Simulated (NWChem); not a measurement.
**One shape, several levels: C2HF2Si (SMILES [C]#C[SiH](F)F)**

Wanted: a comparison of 4 runs (UHF/STO-3G, UHF/3-21G, UB3LYP/6-31G*) of C2HF2Si. 

Program for the calculation: NWChem 7.3.0.

**1. The molecule**

The species is C2HF2Si (6 atoms), meant as a doublet with charge 0. As SMILES, `[C]#C[SiH](F)F`. The coordinates come from a PBE0-D4/def2-TZVP relaxation.

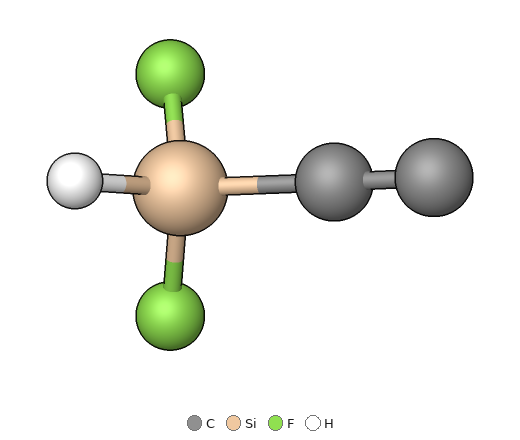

Viewed from a chosen angle; carbon grey, silicon light orange, fluorine green, hydrogen white.

**2. Energy and gradient at UHF/STO-3G (run 1)**

File c2hf2si.nw:

```
START c2hf2si
TITLE "C2HF2Si hf"
memory total 2200 mb

GEOMETRY units angstrom noautosym nocenter noautoz
  C     0.858400   -2.085100    1.052200
  C     0.445300   -1.082600    0.512900
  Si   -0.183000    0.459200   -0.201300
  F    -1.479900    0.138200   -1.044000
  F     0.904100    1.043400   -1.187100
  H    -0.502800    1.463000    0.821300
END

BASIS spherical bse
  * library STO-3G
END

SCF
  doublet
  uhf
  thresh 1e-08
  maxiter 80
END

TASK scf gradient
```

Launch:

```bash
$ nwchem c2hf2si.nw > c2hf2si.out
```

What it wrote:

```text
[...]
  functions       =    30
[...]
  wavefunction    = UHF
[...]
         Total SCF energy =   -556.961777452787
      One electron energy =  -1181.119238048310
      Two electron energy =    421.545220167181
 Nuclear repulsion energy =    202.612240428342
                       Sz =      0.5000
                 Sz(Sz+1) =      0.7500
                      S^2 =      1.3007
[...]
                         UHF ENERGY GRADIENTS
    atom               coordinates                        gradient
                 x          y          z           x          y          z
   1 C       1.622141  -3.940268   1.988370   -0.010096   0.024676  -0.012095
   2 C       0.841495  -2.045817   0.969240    0.010801  -0.027033   0.008942
   3 Si     -0.345820   0.867762  -0.380402    0.001627  -0.010288  -0.039085
   4 F      -2.796605   0.261160  -1.972874    0.016932   0.002924   0.012825
   5 F       1.708501   1.971740  -2.243294   -0.013214  -0.008532   0.014676
   6 H      -0.950154   2.764669   1.552032   -0.006050   0.018254   0.014737
[...]
```

Run time: 3.9 s. Hardware: 1 thread of Intel Xeon Platinum 8488C (Sapphire Rapids), shared host; peak memory 0.099 GiB.

**3. Energy and gradient at UHF/3-21G (run 2)**

File c2hf2si.nw:

```
echo
start c2hf2si
title "C2HF2Si gradient"
memory stack 880 mb heap 220 mb global 1100 mb

geometry units bohr noautosym nocenter noautoz
   C    1.62214091  -3.94026794   1.98836983
   C    0.84149504  -2.04581750   0.96924053
   Si  -0.34581988   0.86776224  -0.38040187
   F   -2.79660569   0.26116015  -1.97287407
   F    1.70850139   1.97174024  -2.24329388
   H   -0.95015430   2.76466932   1.55203207
end

basis spherical bse
   * library 3-21G
end

scf
   doublet
   uhf
   thresh 1e-08
   maxiter 80
   print medium
end

task scf gradient
```

Launch:

```bash
$ nwchem c2hf2si.nw > c2hf2si.out
```

What it wrote:

```text
[...]
  functions       =    51
[...]
  wavefunction    = UHF
[...]
         Total SCF energy =   -561.096944802843
      One electron energy =  -1180.760239256574
      Two electron energy =    417.051068544757
 Nuclear repulsion energy =    202.612225908973
                       Sz =      0.5000
                 Sz(Sz+1) =      0.7500
                      S^2 =      1.2241
[...]
                         UHF ENERGY GRADIENTS
    atom               coordinates                        gradient
                 x          y          z           x          y          z
   1 C       1.622141  -3.940268   1.988370   -0.011202   0.027468  -0.012859
   2 C       0.841495  -2.045818   0.969241    0.006875  -0.017452   0.004159
   3 Si     -0.345820   0.867762  -0.380402    0.000406  -0.006245  -0.033941
   4 F      -2.796606   0.261160  -1.972874    0.023750   0.004081   0.019251
   5 F       1.708501   1.971740  -2.243294   -0.018374  -0.011924   0.021824
   6 H      -0.950154   2.764669   1.552032   -0.001455   0.004072   0.001566
[...]
```

Run time: 5.1 s. Hardware: 1 thread of Intel Xeon Platinum 8488C (Sapphire Rapids), shared host; peak memory 0.099 GiB.

**4. Energy and forces at UB3LYP/6-31G(d) (spherical functions) (run 3)**

File a.xyz:

```xyz
6
C2HF2Si
C      0.858400    -2.085100     1.052200
C      0.445300    -1.082600     0.512900
Si    -0.183000     0.459200    -0.201300
F     -1.479900     0.138200    -1.044000
F      0.904100     1.043400    -1.187100
H     -0.502800     1.463000     0.821300
```

File a.nw:

```
start a
title "C2HF2Si"
memory stack 880 mb heap 220 mb global 1100 mb

geometry noautosym nocenter noautoz
   load a.xyz
end

basis spherical bse
   C library 6-31G*
   Si library 6-31G*
   F library 6-31G*
   H library 6-31G*
end

dft
   xc b3lyp
   mult 2
   grid xfine
   convergence energy 1e-08
   maxiter 100
   mulliken
end

task dft gradient
```

Launch:

```bash
$ nwchem a.nw > a.out
```

What it wrote:

```text
[...]
          Wavefunction type:  spin polarized.
          No. of atoms     :     6
          No. of electrons :    45
[...]
          Charge           :     0
          Spin multiplicity:     2
[...]
          AO basis - number of functions:    76
[...]
              XC Information
              --------------
                         B3LYP Method XC Potential
                     Hartree-Fock (Exact) Exchange  0.200
                        Slater Exchange Functional  0.800 local
                    Becke 1988 Exchange Functional  0.720 non-local
              Lee-Yang-Parr Correlation Functional  0.810
                  VWN I RPA Correlation Functional  0.190 local
[...]
 d= 0,ls=0.0,diis     1   -565.8131345136 -7.68D+02  9.74D-03  2.20D-01     3.0
[...]
 d= 0,ls=0.0,diis    16   -565.9248576925 -5.08D-10  1.42D-07  1.22D-10    46.9
[...]
         Total DFT energy =     -565.924857692470
      One electron energy =    -1185.437197673644
           Coulomb energy =      470.054375371202
    Exchange-Corr. energy =      -53.154275818371
 Nuclear repulsion energy =      202.612240428342
[...]
      <S2> =      0.7747 (Exact =     0.7500)
[...]
  wavefunction    = open shell
                         DFT ENERGY GRADIENTS
    atom               coordinates                        gradient
                 x          y          z           x          y          z
   1 C       1.622141  -3.940268   1.988370   -0.006531   0.015874  -0.008386
   2 C       0.841495  -2.045817   0.969240    0.005651  -0.013807   0.006796
   3 Si     -0.345820   0.867762  -0.380402   -0.000986   0.000505  -0.014163
   4 F      -2.796605   0.261160  -1.972874    0.012585   0.003380   0.007974
   5 F       1.708501   1.971740  -2.243294   -0.010789  -0.005504   0.009412
   6 H      -0.950154   2.764669   1.552032    0.000070  -0.000447  -0.001633
[...]
```

It took 54 s on 1 thread of Intel Xeon Platinum 8488C (Sapphire Rapids), shared host; peak memory 0.13 GiB.

**5. Energy and forces at UB3LYP/6-31G(d) (Cartesian functions) (run 4)**

File c2hf2si.nw:

```
start c2hf2si
memory stack 880 mb heap 220 mb global 1100 mb
charge 0

geometry units angstrom noautosym nocenter noautoz
  C      0.858400    -2.085100     1.052200
  C      0.445300    -1.082600     0.512900
  Si    -0.183000     0.459200    -0.201300
  F     -1.479900     0.138200    -1.044000
  F      0.904100     1.043400    -1.187100
  H     -0.502800     1.463000     0.821300
end

basis cartesian
  * library 6-31G*
end

dft
  xc b3lyp
  mult 2
  grid xfine
  convergence energy 1e-08
  maxiter 100
  mulliken
end

task dft gradient
```

Launch:

```bash
$ nwchem c2hf2si.nw > c2hf2si.out
```

What it wrote:

```text
[...]
          Wavefunction type:  spin polarized.
          No. of atoms     :     6
          No. of electrons :    45
[...]
          Charge           :     0
          Spin multiplicity:     2
[...]
          AO basis - number of functions:    81
[...]
              XC Information
              --------------
                         B3LYP Method XC Potential
                     Hartree-Fock (Exact) Exchange  0.200
                        Slater Exchange Functional  0.800 local
                    Becke 1988 Exchange Functional  0.720 non-local
              Lee-Yang-Parr Correlation Functional  0.810
                  VWN I RPA Correlation Functional  0.190 local
[...]
 d= 0,ls=0.0,diis     1   -565.8178148749 -7.68D+02  1.04D-02  2.49D-01     3.2
[...]
 d= 0,ls=0.0,diis    16   -565.9314699864 -5.66D-10  1.40D-07  1.31D-10    51.2
[...]
         Total DFT energy =     -565.931469986412
      One electron energy =    -1185.388412841618
           Coulomb energy =      469.959819942626
    Exchange-Corr. energy =      -53.115117515762
 Nuclear repulsion energy =      202.612240428342
[...]
      <S2> =      0.7747 (Exact =     0.7500)
[...]
  wavefunction    = open shell
                         DFT ENERGY GRADIENTS
    atom               coordinates                        gradient
                 x          y          z           x          y          z
   1 C       1.622141  -3.940268   1.988370   -0.006517   0.015835  -0.008386
   2 C       0.841495  -2.045817   0.969240    0.005697  -0.013913   0.006888
   3 Si     -0.345820   0.867762  -0.380402   -0.000835   0.000378  -0.012448
   4 F      -2.796605   0.261160  -1.972874    0.011608   0.003187   0.007125
   5 F       1.708501   1.971740  -2.243294   -0.010024  -0.005035   0.008459
   6 H      -0.950154   2.764669   1.552032    0.000072  -0.000452  -0.001638
[...]
```

Run time: 58 s. Hardware: 1 thread of Intel Xeon Platinum 8488C (Sapphire Rapids), shared host; peak memory 0.14 GiB.

**6. All runs side by side**

| run | level | iteration cap | module | energy (Eh) | dipole moment (D) | HOMO energy (eV) | LUMO energy (eV) | wall time |
| --- | --- | --- | --- | --- | --- | --- | --- | --- |
| 1 | UHF/STO-3G | 80 | scf | -556.961777 | 1.12 | -9.64 | 5.59 | 3.9 s |
| 2 | UHF/3-21G | 80 | scf | -561.096945 | 2.28 | -12.34 | 1.04 | 5.1 s |
| 3 | UB3LYP/6-31G* (spherical functions) | 100 | dft | -565.924858 | 1.31 | -8.51 | -5.48 | 54 s |
| 4 | UB3LYP/6-31G* (Cartesian functions) | 100 | dft | -565.931470 | 1.32 | -8.51 | -5.50 | 58 s |

**7. Summary of results**

| quantity | value |
| --- | --- |
| run 4: total energy | -565.93147 Eh |
| run 4: dipole moment | 1.32 D |
| run 4: HOMO energy (highest over α and β) | -8.51 eV |
| run 4: LUMO energy (lowest over α and β) | -5.50 eV |
| run 4: ⟨S²⟩ | 0.775 |
| run 4: largest force on an atom | 0.980 eV/Å |

**Reading.** The dipole moment (its size) runs from 1.12 D (UHF/STO-3G) to 2.28 D (UHF/3-21G). In run 1 the basis is minimal, so the values are rough. Spin contamination of the reference: run 1 ⟨S²⟩ = 1.30, run 2 ⟨S²⟩ = 1.22. All runs together took 2 min, the longest 58 s.
